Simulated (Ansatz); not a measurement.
# AlCl3 on Si(111), partly H-covered, underside capped with H: two geometries relaxed

Are the two ends of the dissociation, with Cl36 leaving for a neighbouring site separate minima, and which lies lower? Each is relaxed from a guess. The slab cell is 3×2, and the adsorbate is set down on it by hand.

Program: Ansatz 0.2.0. Level of theory: DFT PBE, plane waves, PAW, scalar-relativistic, no spin polarisation. These are calculated values, not measurements.

## 1. Starting point

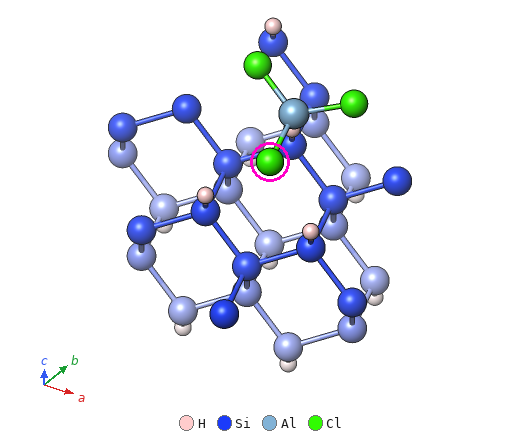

The starting structure, seen from above, slightly tilted (hydrogen pink, silicon blue, aluminium light blue, chlorine green). Each atom of the cell is drawn once, at one copy chosen for all pictures, so bonds across the cell's faces may be missing, with copies of the slab's atoms added to fill out the patch; deeper layers are paler. Ringed: Cl36.

The coordinates stand in the first input below.

## 2. End point A

The input, input.yaml:

```yaml
crystal:
  lattice:
    - [11.518769, 0.0, 0.0]
    - [3.83959, 6.650365, 0.0]
    - [0.0, 0.0, 18.868765]
  atoms:
    - { symbol: H, position: [0.1111111, 0.1666667, 0.0529976] }
    - { symbol: H, position: [0.4444444, 0.1666667, 0.0529976] }
    - { symbol: H, position: [0.7777778, 0.1666667, 0.0529976] }
    - { symbol: H, position: [0.1111111, 0.6666667, 0.0529976] }
    - { symbol: H, position: [0.4444444, 0.6666667, 0.0529976] }
    - { symbol: H, position: [0.7777778, 0.6666667, 0.0529976] }
    - { symbol: Si, position: [0.1111111, 0.1666667, 0.1324941] }
    - { symbol: Si, position: [0.4444444, 0.1666667, 0.1324941] }
    - { symbol: Si, position: [0.7777778, 0.1666667, 0.1324941] }
    - { symbol: Si, position: [0.1111111, 0.6666667, 0.1324941] }
    - { symbol: Si, position: [0.4444444, 0.6666667, 0.1324941] }
    - { symbol: Si, position: [0.7777778, 0.6666667, 0.1324941] }
    - { symbol: Si, position: [-0.1111111, 0.3333333, 0.1740312] }
    - { symbol: Si, position: [0.2222222, 0.3333333, 0.1740312] }
    - { symbol: Si, position: [0.5555556, 0.3333333, 0.1740312] }
    - { symbol: Si, position: [-0.1111111, 0.8333333, 0.1740312] }
    - { symbol: Si, position: [0.2222222, 0.8333333, 0.1740312] }
    - { symbol: Si, position: [0.5555556, 0.8333333, 0.1740312] }
    - { symbol: Si, position: [-0.1111111, 0.3333333, 0.2986423] }
    - { symbol: Si, position: [0.2222222, 0.3333333, 0.2986423] }
    - { symbol: Si, position: [0.5555556, 0.3333333, 0.2986423] }
    - { symbol: Si, position: [-0.1111111, 0.8333333, 0.2986423] }
    - { symbol: Si, position: [0.2222222, 0.8333333, 0.2986423] }
    - { symbol: Si, position: [0.5555556, 0.8333333, 0.2986423] }
    - { symbol: Si, position: [0.0, 0.0, 0.3401794] }
    - { symbol: Si, position: [0.3333333, 0.0, 0.3401794] }
    - { symbol: Si, position: [0.6666667, 0.0, 0.3401794] }
    - { symbol: Si, position: [0.0, 0.5, 0.3401794] }
    - { symbol: Si, position: [0.3333333, 0.5, 0.3401794] }
    - { symbol: Si, position: [0.6666667, 0.5, 0.3401794] }
    - { symbol: H, position: [0.6666667, 0.0, 0.417026] }
    - { symbol: H, position: [0.0, 0.5, 0.417026] }
    - { symbol: H, position: [0.3333333, 0.5, 0.417026] }
    - { symbol: H, position: [0.6666667, 0.5, 0.417026] }
    - { symbol: Al, position: [0.67596, -0.0057161, 0.4991723] }
    - { symbol: Cl, position: [0.7703378, -0.3165657, 0.5156281] }
    - { symbol: Cl, position: [0.7888104, 0.1358511, 0.5156281] }
    - { symbol: Cl, position: [0.4687316, 0.1635662, 0.5156281] }
basis:
  ecutwfc: 420.0
kpoints:
  mp_grid: { grid: [2, 2, 1] }
hamiltonian:
  xc: pbe
  pseudopotentials: { kind: paw, azcp: { folder: soft_1 } }
scf:
  occupations: { method: fermi_dirac, width: 0.05 }
  lower_state_search: "off"
relax:
  f_tol: 0.03
  max_steps: 60
  adjacent_minimum: "off"
  constraints: [{ sites: [0, 1, 2, 3, 4, 5, 6, 7, 8, 9, 10, 11] }]
```

The run is started by

```bash
$ ansatz run input.yaml --threads 2 --pin off --max-ram 5120MiB --backend cpu --events-out ev --progress --plain --runs-dir out
```

The log of the run (excerpt; [...] marks lines left out):

```text
Warning: RAYON_NUM_THREADS=2 ignored (pool sized by the plan → 2); use --threads N
[...]
Pseudopotentials: kind: paw
Pseudopotential: H, paw, valence charge 1, recommended cutoff 420 eV (normal), <dir>
Pseudopotential: Si, paw, valence charge 4, recommended cutoff 420 eV (normal), <dir>
Pseudopotential: Al, paw, valence charge 3, recommended cutoff 420 eV (normal), <dir>
Pseudopotential: Cl, paw, valence charge 7, recommended cutoff 420 eV (normal), <dir>
Functional definition: PBE
[...]
Crystal: 38 atoms, lattice volume = 1445.423 Å³
Basis set: ecut = 420 eV, 28179 PW (Γ), exchange–correlation on 160×108×256 points (8 copies of the dense FFT grid, shifted against one another)
Bands: 103, of which v1, the nominal top of the filled ones, is band 65 counted from 1 (64 counted from 0)
Symmetry: 1 space group operations
Space group: P1 (ITA 1), of the structure as read, at distance tolerance 1.1e-4 Å
k-points: 4
[...]
SCF iter   1: F=—  HF=-19201.038584 eV  |F-HF|=—  |Δ(HF+E_count)|=         —  Δρ=3.88e-2  dr2=2.01e1  ethr=3.10e-3  ⟨swp⟩=8.5  Hψ=2427  notcnv=0  defer=70
[...]
relax step   1: F+E_penalty+E_count = -19195.16135070 eV  Δ(F+E_penalty+E_count) = +0.000e0 eV  max|allowed force component| = 2.262e0 eV/Å  Δτ_max = 0.0000 Å  (12 SCF iters, dr2 threshold 2.25e-5 eV, accepted)
[...]
relax step   4: F+E_penalty+E_count = -19195.72572106 eV  Δ(F+E_penalty+E_count) = -1.856e-2 eV  max|allowed force component| = 1.483e-1 eV/Å  Δτ_max = 0.0859 Å  (7 SCF iters, dr2 threshold 3.16e-5 eV, accepted)
[...]
relax step   7: F+E_penalty+E_count = -19195.84708981 eV  Δ(F+E_penalty+E_count) = -6.977e-2 eV  max|allowed force component| = 2.486e-1 eV/Å  Δτ_max = 0.1971 Å  (6 SCF iters, dr2 threshold 1.00e-4 eV, accepted)
[...]
relax step  10: F+E_penalty+E_count = -19195.88691989 eV  Δ(F+E_penalty+E_count) = -9.004e-3 eV  max|allowed force component| = 5.482e-2 eV/Å  Δτ_max = 0.0969 Å  (8 SCF iters, accepted)
[...]
relax step  11: F+E_penalty+E_count = -19195.89775611 eV  Δ(F+E_penalty+E_count) = -1.084e-2 eV  max|allowed force component| = 7.078e-2 eV/Å  Δτ_max = 0.1467 Å  (7 SCF iters, accepted)
[...]
relax step  12: F+E_penalty+E_count = -19195.91276636 eV  Δ(F+E_penalty+E_count) = -1.501e-2 eV  max|allowed force component| = 1.300e-1 eV/Å  Δτ_max = 0.1913 Å  (7 SCF iters, dr2 threshold 2.83e-6 eV, accepted)
[...]
```

## 3. The log goes on: end point A relaxed

Output, continued (excerpt; [...] marks lines left out):

```text
relax step  13: F+E_penalty+E_count = -19195.93151784 eV  Δ(F+E_penalty+E_count) = -1.875e-2 eV  max|allowed force component| = 1.485e-1 eV/Å  Δτ_max = 0.1965 Å  (5 SCF iters, dr2 threshold 1.69e-5 eV, accepted)
[...]
relax step  16: F+E_penalty+E_count = -19196.00962406 eV  Δ(F+E_penalty+E_count) = -3.033e-2 eV  max|allowed force component| = 1.665e-1 eV/Å  Δτ_max = 0.1972 Å  (5 SCF iters, dr2 threshold 2.15e-5 eV, accepted)
[...]
relax step  19: F+E_penalty+E_count = -19196.12585610 eV  Δ(F+E_penalty+E_count) = -4.377e-2 eV  max|allowed force component| = 1.643e-1 eV/Å  Δτ_max = 0.1981 Å  (6 SCF iters, dr2 threshold 9.86e-6 eV, accepted)
[...]
relax step  22: F+E_penalty+E_count = -19196.22944100 eV  Δ(F+E_penalty+E_count) = -2.410e-2 eV  max|allowed force component| = 2.220e-1 eV/Å  Δτ_max = 0.1943 Å  (5 SCF iters, dr2 threshold 1.00e-4 eV, accepted)
[...]
    - { symbol: Si, position: [0.009079680773865006, 0.48902969934361923, 0.33762127298567324] }
    - { symbol: Si, position: [0.3301660062418934, 0.4993366439979847, 0.3393399067978816] }
    - { symbol: Si, position: [0.6651212864310324, 0.507479253564131, 0.3391375734146608] }
    - { symbol: H, position: [0.6800788016624779, -0.0011526855093886609, 0.4146439390731319] }
    - { symbol: H, position: [0.0005922337266864586, 0.5002419964912741, 0.4169696902513201] }
    - { symbol: H, position: [0.3363249722115899, 0.4938974003179855, 0.41895840470184503] }
    - { symbol: H, position: [0.6689493836773883, 0.5006332151303712, 0.4185791071466385] }
    - { symbol: Al, position: [0.7755055777616079, -0.0013770810824914026, 0.4881157328728414] }
    - { symbol: Cl, position: [0.8320159165721703, -0.275575067110078, 0.5382198456141208] }
    - { symbol: Cl, position: [0.9624119739127467, 0.0022225013895007693, 0.4507378543321847] }
    - { symbol: Cl, position: [0.6480484039471895, 0.2704859950262546, 0.5391518887811577] }
```

Wall time 2.2 min (2 threads of AMD EPYC 9R45 (Zen 5), shared host); peak memory 2.3 GiB.

Relaxation path:

```csv
step,energy from step 1 (eV/cell),largest force component (eV/Å)
1,0.0000,2.2622
2,-0.4360,0.9647
3,-0.5458,0.4169
4,-0.5644,0.1483
5,-0.5701,0.3392
6,-0.6160,0.4601
7,-0.6857,0.2486
8x,-0.6528,0.4247
9,-0.7166,0.0729
10,-0.7256,0.0548
11,-0.7364,0.0708
12,-0.7514,0.1300
13,-0.7702,0.1485
14,-0.7921,0.1836
15,-0.8179,0.1641
16,-0.8483,0.1665
17,-0.8809,0.1312
18,-0.9207,0.1260
19,-0.9645,0.1643
20,-1.0084,0.2164
21,-1.0440,0.3431
22,-1.0681,0.2220
23,-1.0813,0.0813
24,-1.0828,0.0858
25,-1.0829,0.0857
26,-1.0837,0.0083
27,-1.0837,0.0086
```

Step 1 is the start. Step 27 solves the same geometry again. 1 step was tried and not accepted (8; marked x where the table lists them). 12 atoms are held fixed.

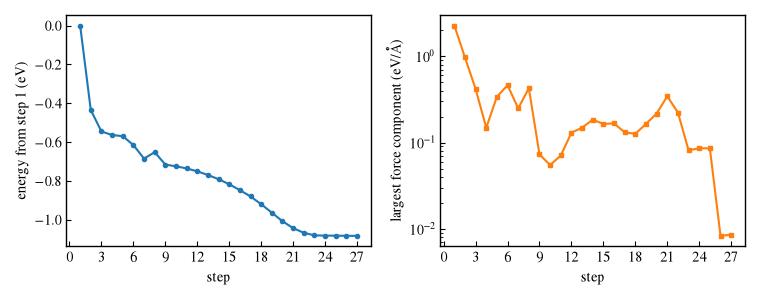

How energy and force went from step to step.

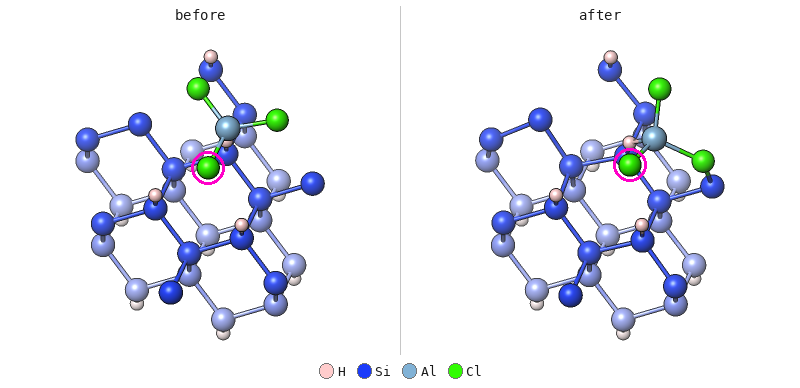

The structure before (left) and after (right), drawn at the same scale. Each atom of the cell is drawn once, at one copy chosen for all pictures, so bonds across the cell's faces may be missing, with copies of the slab's atoms added to fill out the patch; deeper layers are paler.

Largest move: Cl38, 2.61 Å.

## 4. End point B

The second end starts from a geometry with the move made by hand.

The input, input.yaml:

```yaml
crystal:
  lattice:
    - [11.518769, 0.0, 0.0]
    - [3.83959, 6.650365, 0.0]
    - [0.0, 0.0, 18.868765]
  atoms:
    - { symbol: H, position: [0.11111112, 0.16666666, 0.05299764] }
    - { symbol: H, position: [0.44444446, 0.16666666, 0.05299764] }
    - { symbol: H, position: [0.77777781, 0.16666666, 0.05299764] }
    - { symbol: H, position: [0.11111112, 0.66666663, 0.05299764] }
    - { symbol: H, position: [0.44444446, 0.66666663, 0.05299764] }
    - { symbol: H, position: [0.77777781, 0.66666663, 0.05299764] }
    - { symbol: Si, position: [0.11111112, 0.16666666, 0.1324941] }
    - { symbol: Si, position: [0.44444446, 0.16666666, 0.1324941] }
    - { symbol: Si, position: [0.77777781, 0.16666666, 0.1324941] }
    - { symbol: Si, position: [0.11111112, 0.66666663, 0.1324941] }
    - { symbol: Si, position: [0.44444446, 0.66666663, 0.1324941] }
    - { symbol: Si, position: [0.77777781, 0.66666663, 0.1324941] }
    - { symbol: Si, position: [-0.11111111, 0.33333332, 0.17403116] }
    - { symbol: Si, position: [0.22222223, 0.33333332, 0.17403116] }
    - { symbol: Si, position: [0.55555558, 0.33333332, 0.17403116] }
    - { symbol: Si, position: [-0.11111111, 0.83333329, 0.17403116] }
    - { symbol: Si, position: [0.22222223, 0.83333329, 0.17403116] }
    - { symbol: Si, position: [0.55555558, 0.83333329, 0.17403116] }
    - { symbol: Si, position: [-0.11111111, 0.33333332, 0.29864233] }
    - { symbol: Si, position: [0.22222223, 0.33333332, 0.29864233] }
    - { symbol: Si, position: [0.55555558, 0.33333332, 0.29864233] }
    - { symbol: Si, position: [-0.11111111, 0.83333329, 0.29864233] }
    - { symbol: Si, position: [0.22222223, 0.83333329, 0.29864233] }
    - { symbol: Si, position: [0.55555558, 0.83333329, 0.29864233] }
    - { symbol: Si, position: [0.0, 0.0, 0.34017939] }
    - { symbol: Si, position: [0.33333335, 0.0, 0.34017939] }
    - { symbol: Si, position: [0.66666669, 0.0, 0.34017939] }
    - { symbol: Si, position: [0.0, 0.49999997, 0.34017939] }
    - { symbol: Si, position: [0.33333335, 0.49999997, 0.34017939] }
    - { symbol: Si, position: [0.66666669, 0.49999997, 0.34017939] }
    - { symbol: H, position: [0.66666669, 0.0, 0.41702597] }
    - { symbol: H, position: [0.0, 0.49999997, 0.41702597] }
    - { symbol: H, position: [0.33333335, 0.49999997, 0.41702597] }
    - { symbol: H, position: [0.66666669, 0.49999997, 0.41702597] }
    - { symbol: Al, position: [0.66666669, 0.0, 0.49917231] }
    - { symbol: Cl, position: [0.77777781, -0.33333332, 0.4005967] }
    - { symbol: Cl, position: [0.77951717, 0.14156718, 0.5262276] }
    - { symbol: Cl, position: [0.45943836, 0.16928233, 0.5262276] }
basis:
  ecutwfc: 420.0
kpoints:
  mp_grid: { grid: [2, 2, 1] }
hamiltonian:
  xc: pbe
  pseudopotentials: { kind: paw, azcp: { folder: soft_1 } }
scf:
  occupations: { method: fermi_dirac, width: 0.05 }
  lower_state_search: "off"
relax:
  f_tol: 0.03
  max_steps: 60
  adjacent_minimum: "off"
  constraints: [{ sites: [0, 1, 2, 3, 4, 5, 6, 7, 8, 9, 10, 11] }]
output:
  write_density: true
  write_potential: true
  elf: true
  volumetric_format: npy
```

The run is started by

```bash
$ ansatz run input.yaml --threads 2 --pin off --max-ram 5120MiB --backend cpu --events-out ev --progress --plain --runs-dir out
```

The log of the run (excerpt; [...] marks lines left out):

```text
Warning: RAYON_NUM_THREADS=2 ignored (pool sized by the plan → 2); use --threads N
[...]
[... 6 set-up lines as earlier in the session ...]
[...]
Crystal: 38 atoms, lattice volume = 1445.423 Å³
Basis set: ecut = 420 eV, 28179 PW (Γ), exchange–correlation on 160×108×256 points (8 copies of the dense FFT grid, shifted against one another)
Bands: 103, of which v1, the nominal top of the filled ones, is band 65 counted from 1 (64 counted from 0)
[... 2 set-up lines as earlier in the session ...]
k-points: 4
[...]
relax step   9: F+E_penalty+E_count = -19195.53637429 eV  Δ(F+E_penalty+E_count) = -8.937e-2 eV  max|allowed force component| = 3.940e-1 eV/Å  Δτ_max = 0.2000 Å  (6 SCF iters, dr2 threshold 7.43e-5 eV, accepted)
[...]
relax step  17: F+E_penalty+E_count = -19195.84742709 eV  Δ(F+E_penalty+E_count) = -2.049e-2 eV  max|allowed force component| = 2.225e-1 eV/Å  Δτ_max = 0.1933 Å  (6 SCF iters, dr2 threshold 1.00e-4 eV, accepted)
[...]
relax step  25: F+E_penalty+E_count = -19196.00226486 eV  Δ(F+E_penalty+E_count) = -2.927e-2 eV  max|allowed force component| = 1.644e-1 eV/Å  Δτ_max = 0.1955 Å  (6 SCF iters, dr2 threshold 1.23e-5 eV, accepted)
[...]
relax step  33: F+E_penalty+E_count = -19196.24407692 eV  Δ(F+E_penalty+E_count) = -5.257e-3 eV  max|allowed force component| = 4.676e-2 eV/Å  Δτ_max = 0.0517 Å  (5 SCF iters, dr2 threshold 2.28e-5 eV, accepted)
[...]
relax step  34: F+E_penalty+E_count = -19196.24491403 eV  Δ(F+E_penalty+E_count) = -8.371e-4 eV  max|allowed force component| = 1.564e-2 eV/Å  Δτ_max = 0.0277 Å  (6 SCF iters, accepted)
NSCF: frozen V_eff on 4 k-points
[...]
```

[end of part 1 of 2]
